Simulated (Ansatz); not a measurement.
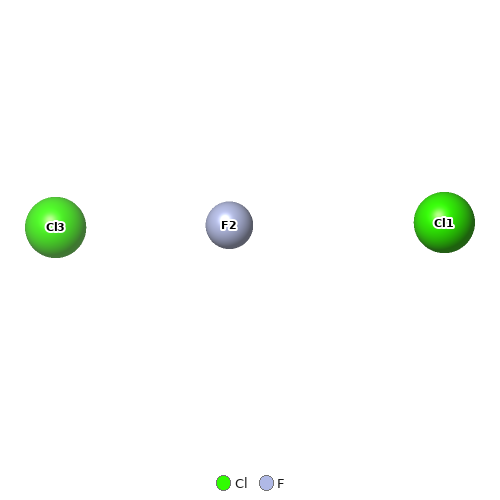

The system is Cl⁻ + FCl; the picture shows the reference structure. 
- Coordinates scanned: (1) distance Cl1–F2; (2) distance F2–Cl3.
- Nothing is relaxed (the angle Cl1–F2–Cl3 is fixed at 180 degrees).
- Grid: 17 × 17 points; 153 points were computed and 136 follow by symmetry.
- Points are written as (first, second).
- Energies are in kJ/mol, from the lowest grid point.
- The reference is spin-restricted, so regions where a bond is pulled apart into radicals lie too high.
- Method: RKS PBE0-D4/def2-TZVPD (Ansatz).

Its coordinates:

```xyz
3

Cl   -2.2790    0.0000    0.0000
F     0.0000    0.0000    0.0000
Cl    1.8420    0.0000    0.0000
```

Range: distance Cl1–F2 from 1.296 to 2.896 Å; distance F2–Cl3 from 1.296 to 2.896 Å.

What will the energy surface look like?

Answer. The lowest grid point is at (1.842 Å, 2.279 Å). The same energy is found at (2.279 Å, 1.842 Å). The highest grid point, (1.296 Å, 1.296 Å), lies 1837 kJ/mol above the lowest.

| distance F2–Cl3 ↓, distance Cl1–F2 → | 1.340 | 1.478 | 1.649 | 1.842 | 2.053 | 2.279 | 2.517 | 2.767 |
| --- | --- | --- | --- | --- | --- | --- | --- | --- |
| 2.767 | 218 | 58 | 7 | 18 | 55 | 100 | 142 | 176 |
| 2.517 | 233 | 69 | 7 | 7 | 35 | 73 | 111 | 142 |
| 2.279 | 272 | 97 | 18 | 0 | 14 | 42 | 73 | 100 |
| 2.053 | 354 | 160 | 53 | 8 | 1 | 14 | 35 | 55 |
| 1.842 | 512 | 283 | 132 | 46 | 8 | 0 | 7 | 18 |
| 1.649 | 770 | 488 | 273 | 132 | 53 | 18 | 7 | 7 |
| 1.478 | 1127 | 780 | 488 | 283 | 160 | 97 | 69 | 58 |
| 1.340 | 1523 | 1127 | 770 | 512 | 354 | 272 | 233 | 218 |

The table holds every second grid line.

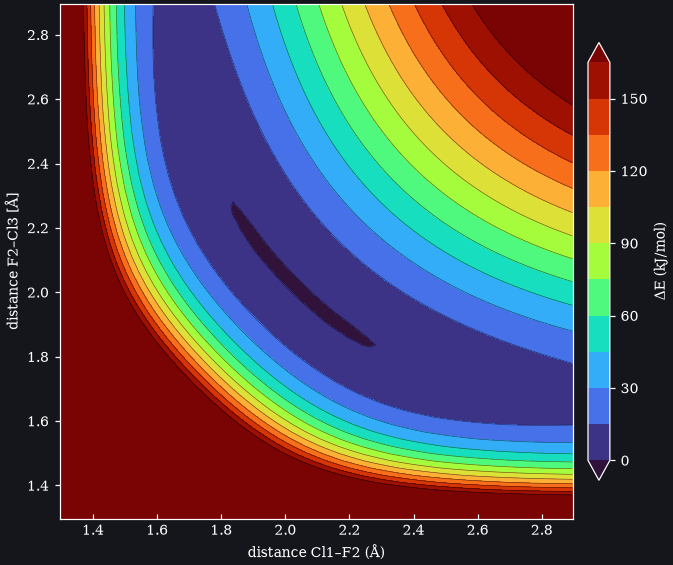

The picture shows filled contours, one colour for all values above the top of the scale. Between grid points the surface is interpolated.

Time for the 153 points that were run: 9.4 min on 1 thread of Arm Neoverse V2, on a shared host.
